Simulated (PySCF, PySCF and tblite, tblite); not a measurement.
**allyl trifluoroacetate (C₅H₅F₃O₂): conformers and averaged spectra, part 1 of 3**

Aim: find the conformers of allyl trifluoroacetate (C₅H₅F₃O₂) (`C=CCOC(=O)C(F)(F)F`), weigh them, and average their properties.

Computed with tblite 0.8.0 (tight binding) and PySCF 2.14.0 (DFT, with response routines of our own); each step states its level. Atoms count from 0 throughout.

## 1. The molecule as given

15 atoms, charge 0, multiplicity 1; geometry from: MMFF94s geometry.

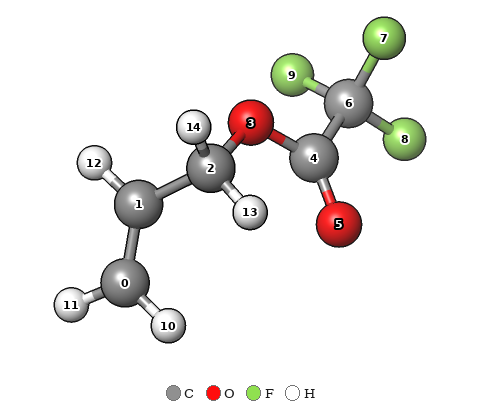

The starting geometry (carbon grey, oxygen red, fluorine green, hydrogen white), atoms numbered.

## 2. GFN2-xTB relaxation, conformer 1

The job: settings as JSON, then the geometry in Å.

```
{"job": {"xc": "GFN2-xTB", "basis": "xTB", "kind": "relax"}, "charge": 0, "multiplicity": 1}
C      2.470200    -0.305100    -1.108000
C      1.480900    -1.030500    -0.564700
C      0.775800    -0.673800     0.709100
O     -0.622700    -0.498800     0.389600
C     -1.051400     0.780400     0.221000
O     -0.343100     1.773500     0.337700
C     -2.534400     0.801500    -0.148200
F     -3.313200     0.403400     0.902300
F     -2.981100     2.029100    -0.505800
F     -2.837500    -0.035400    -1.178800
H      2.789400     0.632200    -0.667500
H      2.942700    -0.624500    -2.023200
H      1.178400    -1.960900    -1.026300
H      1.198500     0.208700     1.197400
H      0.843100    -1.491800     1.417600
```

Launch:

```sh
> OMP_NUM_THREADS=1 python ens_run.py task.json out
```

This one command runs the whole study; its stages follow in the order run.

The log of the run:

```text
step      E/eV     max force
  0    -967.17091    2.600
  1    -967.27981    2.843
  2    -967.33033    1.033
  3    -967.34227    0.405
  4    -967.34919    0.231
  5    -967.35730    0.340
  6    -967.36179    0.154
  7    -967.36360    0.099
  8    -967.36495    0.099
  9    -967.36564    0.067
 10    -967.36618    0.053
 11    -967.36662    0.053
 12    -967.36698    0.054
 13    -967.36727    0.049
 14    -967.36756    0.045
 15    -967.36788    0.056
 16    -967.36825    0.061
 17    -967.36857    0.045
 18    -967.36878    0.034
 19    -967.36878    0.034
 20    -967.36886    0.027
 21    -967.36901    0.026
 22    -967.36905    0.032
 23    -967.36911    0.029
 24    -967.36919    0.030
 25    -967.36922    0.036
 26    -967.36928    0.032
 27    -967.36939    0.021
 28    -967.36944    0.024
 29    -967.36957    0.037
 30    -967.36971    0.039
 31    -967.36988    0.038
 32    -967.37006    0.037
 33    -967.37030    0.051
 34    -967.37058    0.059
 35    -967.37089    0.056
 36    -967.37118    0.045
 37    -967.37143    0.038
 38    -967.37163    0.040
 39    -967.37181    0.037
 40    -967.37199    0.031
 41    -967.37217    0.032
 42    -967.37232    0.035
 43    -967.37245    0.040
 44    -967.37261    0.041
 45    -967.37281    0.041
 46    -967.37300    0.092
 47    -967.37321    0.043
 48    -967.37339    0.031
 49    -967.37359    0.036
 50    -967.37380    0.041
 51    -967.37408    0.043
 52    -967.37428    0.036
 53    -967.37442    0.026
 54    -967.37450    0.029
 55    -967.37456    0.032
 56    -967.37460    0.016
 57    -967.37464    0.011
 58    -967.37465    0.013
 59    -967.37467    0.009
 60    -967.37468    0.006
 61    -967.37468    0.006
 62    -967.37469    0.006
 63    -967.37469    0.006
 64    -967.37470    0.005
 65    -967.37470    0.005
 66    -967.37470    0.006
 67    -967.37471    0.006
 68    -967.37471    0.005
 69    -967.37472    0.006
 70    -967.37472    0.005
 71    -967.37472    0.004
```

Run time: 0.93 s. Hardware: 1 thread of Intel Xeon, shared host.

The energy fell by 0.204 eV, and the atoms moved 0.13 Å (root mean square).

**GFN2-xTB relaxation, conformer 2**

The job: settings as JSON, then the geometry in Å.

```
{"job": {"xc": "GFN2-xTB", "basis": "xTB", "kind": "relax"}, "charge": 0, "multiplicity": 1}
C     -2.801600    -0.774100     0.130500
C     -1.717300    -0.056200    -0.169000
C     -0.799800     0.562000     0.860900
O      0.477000    -0.052900     0.774800
C      1.398900     0.539800    -0.022600
O      1.174200     1.551700    -0.693600
C      2.713300    -0.237000    -0.019600
F      3.743900     0.431800    -0.613000
F      3.143400    -0.528500     1.249800
F      2.603600    -1.438400    -0.656100
H     -3.123600    -0.956900     1.153800
H     -3.428000    -1.194400    -0.658200
H     -1.454700     0.099300    -1.193100
H     -1.180600     0.403000     1.871100
H     -0.753200     1.658700     0.713200
```

The log of the run:

```text
step      E/eV     max force
  0    -967.12177    3.072
  1    -967.25515    3.636
  2    -967.32198    1.132
  3    -967.33692    0.323
  4    -967.34426    0.251
  5    -967.35240    0.447
  6    -967.35715    0.166
  7    -967.35957    0.103
  8    -967.36079    0.122
  9    -967.36146    0.071
 10    -967.36193    0.046
 11    -967.36230    0.055
 12    -967.36260    0.056
 13    -967.36285    0.043
 14    -967.36309    0.037
 15    -967.36309    0.037
 16    -967.36321    0.035
 17    -967.36341    0.064
 18    -967.36350    0.035
 19    -967.36360    0.045
 20    -967.36377    0.053
 21    -967.36384    0.032
 22    -967.36395    0.039
 23    -967.36409    0.055
 24    -967.36420    0.043
 25    -967.36429    0.024
 26    -967.36435    0.023
 27    -967.36440    0.025
 28    -967.36444    0.020
 29    -967.36447    0.013
 30    -967.36449    0.011
 31    -967.36451    0.010
 32    -967.36452    0.012
 33    -967.36453    0.013
 34    -967.36455    0.010
 35    -967.36456    0.011
 36    -967.36458    0.012
 37    -967.36460    0.021
 38    -967.36464    0.024
 39    -967.36466    0.015
 40    -967.36468    0.011
 41    -967.36470    0.011
 42    -967.36472    0.019
 43    -967.36474    0.024
 44    -967.36478    0.021
 45    -967.36482    0.015
 46    -967.36487    0.018
 47    -967.36491    0.021
 48    -967.36497    0.024
 49    -967.36506    0.025
 50    -967.36516    0.026
 51    -967.36528    0.025
 52    -967.36539    0.028
 53    -967.36548    0.025
 54    -967.36556    0.022
 55    -967.36562    0.014
 56    -967.36566    0.016
 57    -967.36569    0.015
 58    -967.36574    0.017
 59    -967.36579    0.017
 60    -967.36585    0.020
 61    -967.36588    0.014
 62    -967.36591    0.014
 63    -967.36594    0.013
 64    -967.36596    0.010
 65    -967.36597    0.007
 66    -967.36598    0.008
 67    -967.36599    0.007
 68    -967.36599    0.008
 69    -967.36600    0.006
 70    -967.36601    0.005
 71    -967.36601    0.006
 72    -967.36602    0.008
 73    -967.36604    0.011
 74    -967.36606    0.010
 75    -967.36609    0.012
 76    -967.36612    0.013
 77    -967.36616    0.018
 78    -967.36621    0.025
 79    -967.36626    0.022
 80    -967.36630    0.011
 81    -967.36631    0.014
 82    -967.36632    0.009
 83    -967.36633    0.006
 84    -967.36634    0.005
 85    -967.36634    0.006
 86    -967.36634    0.005
 87    -967.36635    0.004
 88    -967.36635    0.005
 89    -967.36635    0.004
 90    -967.36635    0.005
 91    -967.36636    0.004
```

It took 0.98 s on 1 thread of Intel Xeon, shared host.

Gain 0.245 eV; displacement 0.12 Å root mean square.

GFN2-xTB relaxation, conformer 3:

The job: settings as JSON, then the geometry in Å.

```
{"job": {"xc": "GFN2-xTB", "basis": "xTB", "kind": "relax"}, "charge": 0, "multiplicity": 1}
C     -2.975700    -0.148200    -0.640700
C     -1.916300     0.552100    -0.245300
C     -0.741100    -0.041400     0.509100
O      0.420100     0.230900    -0.280000
C      1.574500    -0.270600     0.283400
O      1.614800    -0.878300     1.338800
C      2.769800     0.041300    -0.630100
F      3.967800    -0.325900    -0.075100
F      2.692700    -0.605300    -1.826600
F      2.874000     1.366800    -0.906300
H     -3.086600    -1.212200    -0.455300
H     -3.795900     0.342500    -1.172900
H     -1.867300     1.614600    -0.438200
H     -0.868400    -1.119100     0.642700
H     -0.666900     0.461000     1.484100
```

The log of the run:

```text
step      E/eV     max force
  0    -967.11882    2.623
  1    -967.28589    2.133
  2    -967.29789    1.740
  3    -967.32071    0.302
  4    -967.32399    0.219
  5    -967.32817    0.330
  6    -967.33082    0.195
  7    -967.33299    0.104
  8    -967.33418    0.080
  9    -967.33472    0.059
 10    -967.33516    0.049
 11    -967.33549    0.046
 12    -967.33586    0.062
 13    -967.33626    0.059
 14    -967.33664    0.042
 15    -967.33695    0.044
 16    -967.33723    0.053
 17    -967.33749    0.058
 18    -967.33770    0.038
 19    -967.33770    0.038
 20    -967.33779    0.033
 21    -967.33794    0.045
 22    -967.33801    0.042
 23    -967.33814    0.051
 24    -967.33828    0.061
 25    -967.33837    0.031
 26    -967.33848    0.040
 27    -967.33863    0.028
 28    -967.33869    0.024
 29    -967.33878    0.027
 30    -967.33891    0.048
 31    -967.33911    0.061
 32    -967.33934    0.049
 33    -967.33955    0.037
 34    -967.33972    0.041
 35    -967.33987    0.039
 36    -967.34002    0.031
 37    -967.34015    0.030
 38    -967.34023    0.025
 39    -967.34028    0.018
 40    -967.34031    0.017
 41    -967.34033    0.016
 42    -967.34035    0.012
 43    -967.34036    0.009
 44    -967.34037    0.009
 45    -967.34038    0.011
 46    -967.34040    0.013
 47    -967.34042    0.013
 48    -967.34044    0.013
 49    -967.34047    0.011
 50    -967.34050    0.014
 51    -967.34053    0.014
 52    -967.34056    0.014
 53    -967.34059    0.014
 54    -967.34062    0.019
 55    -967.34067    0.028
 56    -967.34074    0.028
 57    -967.34080    0.027
 58    -967.34086    0.026
 59    -967.34091    0.021
 60    -967.34096    0.017
 61    -967.34100    0.018
 62    -967.34105    0.020
 63    -967.34110    0.020
 64    -967.34116    0.017
 65    -967.34121    0.018
 66    -967.34126    0.018
 67    -967.34129    0.014
 68    -967.34131    0.012
 69    -967.34134    0.014
 70    -967.34138    0.016
 71    -967.34143    0.018
 72    -967.34150    0.021
 73    -967.34157    0.017
 74    -967.34163    0.018
 75    -967.34167    0.017
 76    -967.34171    0.020
 77    -967.34176    0.018
 78    -967.34182    0.016
 79    -967.34185    0.013
 80    -967.34188    0.014
 81    -967.34190    0.015
 82    -967.34193    0.011
 83    -967.34194    0.011
 84    -967.34195    0.010
 85    -967.34196    0.011
 86    -967.34197    0.007
 87    -967.34198    0.010
 88    -967.34199    0.009
 89    -967.34199    0.005
 90    -967.34200    0.005
 91    -967.34200    0.003
```

Run time: 0.9 s. Hardware: 1 thread of Intel Xeon, shared host.

Relaxing gained 0.223 eV and moved the atoms by 0.12 Å on average (rms).

## 3. GFN2-xTB relaxation, conformer 4

The job: settings as JSON, then the geometry in Å.

```
{"job": {"xc": "GFN2-xTB", "basis": "xTB", "kind": "relax"}, "charge": 0, "multiplicity": 1}
C      2.438200     0.680100     0.592300
C      2.127600    -0.267800    -0.308600
C      0.771000    -0.727700    -0.714000
O     -0.245800     0.020700    -0.029200
C     -1.527000    -0.339700    -0.345500
O     -1.808700    -1.211100    -1.173800
C     -2.530400     0.494500     0.439600
F     -3.816500     0.275100     0.073300
F     -2.467700     0.226100     1.781800
F     -2.326500     1.831700     0.314500
H      1.658200     1.240600     1.116200
H      3.459200     0.925200     0.821400
H      2.950700    -0.790100    -0.776400
H      0.662900    -1.792400    -0.493400
H      0.650300    -0.557300    -1.794700
```

The log of the run:

```text
step      E/eV     max force
  0    -967.09502    3.151
  1    -967.23788    3.514
  2    -967.30291    1.165
  3    -967.31560    0.419
  4    -967.31961    0.217
  5    -967.32367    0.232
  6    -967.32739    0.141
  7    -967.32884    0.087
  8    -967.32995    0.077
  9    -967.33060    0.068
 10    -967.33110    0.062
 11    -967.33143    0.050
 12    -967.33172    0.044
 13    -967.33204    0.059
 14    -967.33245    0.071
 15    -967.33296    0.068
 16    -967.33357    0.065
 17    -967.33425    0.074
 18    -967.33491    0.064
 19    -967.33548    0.062
 20    -967.33594    0.070
 21    -967.33634    0.081
 22    -967.33671    0.076
 23    -967.33705    0.055
 24    -967.33741    0.062
 25    -967.33789    0.076
 26    -967.33846    0.077
 27    -967.33895    0.054
 28    -967.33922    0.033
 29    -967.33922    0.033
 30    -967.33932    0.027
 31    -967.33957    0.070
 32    -967.33965    0.075
 33    -967.33975    0.051
 34    -967.33990    0.026
 35    -967.33994    0.027
 36    -967.34002    0.023
 37    -967.34006    0.020
 38    -967.34010    0.017
 39    -967.34015    0.022
 40    -967.34020    0.018
 41    -967.34024    0.013
 42    -967.34026    0.011
 43    -967.34027    0.010
 44    -967.34029    0.009
 45    -967.34030    0.013
 46    -967.34032    0.015
 47    -967.34033    0.012
 48    -967.34034    0.009
 49    -967.34035    0.008
 50    -967.34036    0.011
 51    -967.34038    0.013
 52    -967.34039    0.009
 53    -967.34041    0.012
 54    -967.34043    0.014
 55    -967.34047    0.024
 56    -967.34051    0.027
 57    -967.34055    0.017
 58    -967.34057    0.009
 59    -967.34058    0.006
 60    -967.34059    0.006
 61    -967.34059    0.004
```

Run time: 0.77 s. Hardware: 1 thread of Intel Xeon, shared host.

Gain 0.246 eV; displacement 0.09 Å root mean square.

## 4. DFT optimisation, start 1: PBE0-D3(BJ)/def2-SVP

The job: settings as JSON, then the geometry in Å.

```
{"job": {"kind": "geom", "xc": "PBE0", "basis": "def2-SVP", "d3": "d3bj", "grid": 1, "maxiter": 40}, "charge": 0, "multiplicity": 1}
C      2.452239    -0.284438    -1.050312
C      1.461687    -1.004710    -0.560792
C      0.763307    -0.683612     0.725980
O     -0.642592    -0.449393     0.492990
C     -0.991306     0.756572     0.114657
O     -0.335754     1.572423    -0.459761
C     -2.469158     1.007991     0.546860
F     -2.642911     0.782991     1.854069
F     -2.847060     2.258636     0.298381
F     -3.303088     0.192775    -0.111086
H      2.827868     0.586004    -0.538746
H      2.930101    -0.540687    -1.979687
H      1.076536    -1.868504    -1.084229
H      1.198482     0.203449     1.194730
H      0.785849    -1.532858     1.412793
```

The log of the run:

```text
step   0  E = -642.35331651  max force = 0.018654
step   1  E = -642.34461179  max force = 0.063130
step   2  E = -642.35442979  max force = 0.023615
step   3  E = -642.35689617  max force = 0.009676
step   4  E = -642.35770197  max force = 0.006004
step   5  E = -642.35873415  max force = 0.006072
step   6  E = -642.35969482  max force = 0.004192
step   7  E = -642.36038550  max force = 0.003193
step   8  E = -642.36046797  max force = 0.003681
step   9  E = -642.36060847  max force = 0.000376
step  10  E = -642.36063065  max force = 0.000368
step  11  E = -642.36065948  max force = 0.000517
step  12  E = -642.36068155  max force = 0.000405
step  13  E = -642.36069640  max force = 0.000666
step  14  E = -642.36070051  max force = 0.000573
step  15  E = -642.36070848  max force = 0.000308
optimisation converged
```

Run time: 4.5 min. Hardware: 1 thread of Intel Xeon, shared host.

Gain 0.201 eV; displacement 0.35 Å root mean square.

## 5. DFT optimisation, start 2: PBE0-D3(BJ)/def2-SVP

The job: settings as JSON, then the geometry in Å.

```
{"job": {"kind": "geom", "xc": "PBE0", "basis": "def2-SVP", "d3": "d3bj", "grid": 1, "maxiter": 40}, "charge": 0, "multiplicity": 1}
C     -2.834815    -0.709873     0.096566
C     -1.700962    -0.090534    -0.167285
C     -0.803220     0.486306     0.884442
O      0.528785    -0.054108     0.776650
C      1.364153     0.550998    -0.032115
O      1.398497     1.705972    -0.334867
C      2.381981    -0.498564    -0.576735
F      3.317367     0.072052    -1.330690
F      2.999566    -1.141765     0.420422
F      1.764379    -1.421597    -1.324107
H     -3.187791    -0.844489     1.105492
H     -3.461812    -1.096182    -0.687487
H     -1.352926     0.040487    -1.182520
H     -1.138863     0.221610     1.887896
H     -0.743662     1.575512     0.773319
```

The log of the run:

```text
step   0  E = -642.35393206  max force = 0.019699
step   1  E = -642.34708093  max force = 0.054183
step   2  E = -642.35748632  max force = 0.011062
step   3  E = -642.35745001  max force = 0.014464
step   4  E = -642.35867803  max force = 0.006430
step   5  E = -642.35923320  max force = 0.004212
step   6  E = -642.35975653  max force = 0.002563
step   7  E = -642.36020915  max force = 0.002590
step   8  E = -642.36031513  max force = 0.001663
step   9  E = -642.36041679  max force = 0.000725
step  10  E = -642.36043579  max force = 0.000411
step  11  E = -642.36047257  max force = 0.001780
step  12  E = -642.36047284  max force = 0.001260
step  13  E = -642.36047620  max force = 0.000461
step  14  E = -642.36047542  max force = 0.000808
step  15  E = -642.36047697  max force = 0.000875
step  16  E = -642.36047827  max force = 0.000478
step  17  E = -642.36047931  max force = 0.000142
optimisation converged
```

Wall time 4.8 min (1 thread of Intel Xeon, shared host).

Gain 0.178 eV; displacement 0.38 Å root mean square.

## 6. DFT optimisation, start 3: PBE0-D3(BJ)/def2-SVP

The job: settings as JSON, then the geometry in Å.

```
{"job": {"kind": "geom", "xc": "PBE0", "basis": "def2-SVP", "d3": "d3bj", "grid": 1, "maxiter": 40}, "charge": 0, "multiplicity": 1}
C     -3.014740    -0.110321    -0.586551
C     -1.885437     0.519087    -0.325852
C     -0.763001    -0.079181     0.458785
O      0.467940     0.171317    -0.248255
C      1.437004    -0.691970    -0.070667
O      1.346030    -1.851471     0.201730
C      2.803191     0.032391    -0.273897
F      3.829282    -0.784678    -0.055102
F      2.917136     0.504063    -1.521025
F      2.927398     1.073254     0.557955
H     -3.196409    -1.117136    -0.248407
H     -3.808835     0.361350    -1.137746
H     -1.705729     1.526795    -0.670792
H     -0.884861    -1.158799     0.589718
H     -0.684680     0.384018     1.450725
```

The log of the run:

```text
step   0  E = -642.35309968  max force = 0.019011
step   1  E = -642.34320635  max force = 0.076012
step   2  E = -642.35409961  max force = 0.025817
step   3  E = -642.35606612  max force = 0.010439
step   4  E = -642.35683743  max force = 0.008566
step   5  E = -642.35768034  max force = 0.006253
step   6  E = -642.35846890  max force = 0.004374
step   7  E = -642.35921812  max force = 0.002346
step   8  E = -642.35948489  max force = 0.003995
step   9  E = -642.35955999  max force = 0.002742
step  10  E = -642.35961302  max force = 0.000419
step  11  E = -642.35963037  max force = 0.000450
step  12  E = -642.35969743  max force = 0.000910
step  13  E = -642.35973304  max force = 0.000598
step  14  E = -642.35978655  max force = 0.000440
step  15  E = -642.35982009  max force = 0.001459
step  16  E = -642.35986508  max force = 0.001164
step  17  E = -642.35990367  max force = 0.000756
step  18  E = -642.35992844  max force = 0.000481
step  19  E = -642.35996550  max force = 0.001830
step  20  E = -642.36000384  max force = 0.000646
step  21  E = -642.36000861  max force = 0.000258
optimisation converged
```

It took 5.1 min on 1 thread of Intel Xeon, shared host.

Relaxing gained 0.188 eV and moved the atoms by 0.55 Å on average (rms).

## 7. DFT optimisation, start 4: PBE0-D3(BJ)/def2-SVP

The job: settings as JSON, then the geometry in Å.

```
{"job": {"kind": "geom", "xc": "PBE0", "basis": "def2-SVP", "d3": "d3bj", "grid": 1, "maxiter": 40}, "charge": 0, "multiplicity": 1}
C      2.331758     0.691255     0.600338
C      2.127414    -0.262759    -0.286338
C      0.785661    -0.749905    -0.734675
O     -0.194751     0.290539    -0.610506
C     -1.436946    -0.087396    -0.439335
O     -1.836945    -1.091469     0.069524
C     -2.380533     1.012723    -1.015446
F     -3.658023     0.651633    -0.947233
F     -2.244613     2.161342    -0.341028
F     -2.097492     1.271085    -2.297589
H      1.515090     1.202843     1.078912
H      3.325530     0.994263     0.878502
H      2.947291    -0.776643    -0.768384
H      0.463972    -1.608990    -0.132289
H      0.821970    -1.076670    -1.781801
```

The log of the run:

```text
step   0  E = -642.35266139  max force = 0.019837
step   1  E = -642.33461860  max force = 0.079543
step   2  E = -642.35267673  max force = 0.025104
step   3  E = -642.35513492  max force = 0.010641
step   4  E = -642.35616793  max force = 0.006958
step   5  E = -642.35703988  max force = 0.007216
step   6  E = -642.35794015  max force = 0.006240
step   7  E = -642.35887054  max force = 0.004575
step   8  E = -642.35982840  max force = 0.002806
step   9  E = -642.36041006  max force = 0.001814
step  10  E = -642.36063927  max force = 0.001686
step  11  E = -642.36101940  max force = 0.002100
step  12  E = -642.36111748  max force = 0.001405
step  13  E = -642.36114985  max force = 0.000448
step  14  E = -642.36115467  max force = 0.000308
optimisation converged
```

Run time: 3.5 min. Hardware: 1 thread of Intel Xeon, shared host.

The energy fell by 0.231 eV, and the atoms moved 0.48 Å (root mean square).

(Continued in part 2 of 3.)
